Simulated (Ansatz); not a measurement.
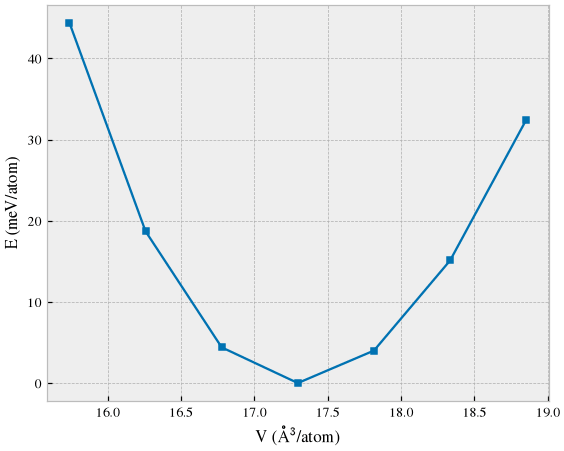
ScAl₃ (Cu3Au type, Pm-3m) under volume change, PBE in the plane-wave PAW code Ansatz, scaled uniformly.

Question: What does a third-order Birch–Murnaghan fit give for V₀, B₀ and B′?

Answer: V₀ = 17.30 Å³/atom, B₀ = 86.1 GPa, B′ = 4.2.

The cell was relaxed with PBE under the symmetry of its start. No spin polarisation was allowed.

Potentials: the later of the program's two PAW sets.
